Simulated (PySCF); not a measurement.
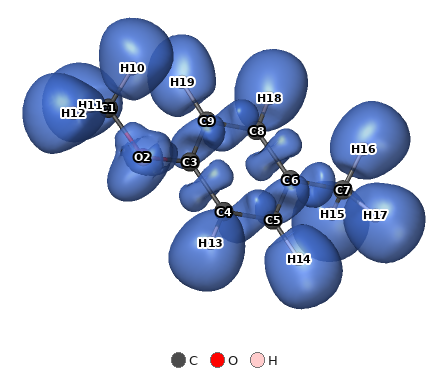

*C$_{8}$H$_{10}$O. Isosurface of the ELF at 0.75 (blue), seen at a tilt. Core shells and regions of very low density are left out.*

Geometry: PBE0-D3(BJ)/def2-SVP.

These are results of CAM-B3LYP/def2-SVPD, SCF density, gas phase (PySCF), not measurements.

```xyz
19

C     3.2776   -0.6831   -0.3149
O     2.4535    0.4412   -0.4197
C     1.1332    0.3015   -0.1704
C     0.3523    1.4592   -0.2807
C    -1.0132    1.4062   -0.0415
C    -1.6532    0.2095    0.3132
C    -3.1371    0.1543    0.5379
C    -0.8584   -0.9324    0.4230
C     0.5171   -0.9017    0.1864
H     3.2694   -1.1075    0.7052
H     2.9877   -1.4757   -1.0281
H     4.2968   -0.3515   -0.5515
H     0.8471    2.3933   -0.5536
H    -1.6026    2.3234   -0.1300
H    -3.6773   -0.0604   -0.3999
H    -3.4076   -0.6331    1.2568
H    -3.5222    1.1103    0.9224
H    -1.3215   -1.8826    0.7044
H     1.0957   -1.8204    0.2877
```

Q: Identify the bonds, lone pairs and shells in this picture.

A: The ELF exceeds this value in seven regions between bonded C–C atoms (shared pairs), ten regions around hydrogen nuclei and one region on O in which the atom's valence shell and bonds are merged. Along the contacts the grid gives the following. C–O (1.35 Å): the ELF peaks at about 0.90 between the atoms: a polar covalent bond. C–C (1.39 Å): the ELF peaks at about 0.95 between the atoms: a covalent bond.
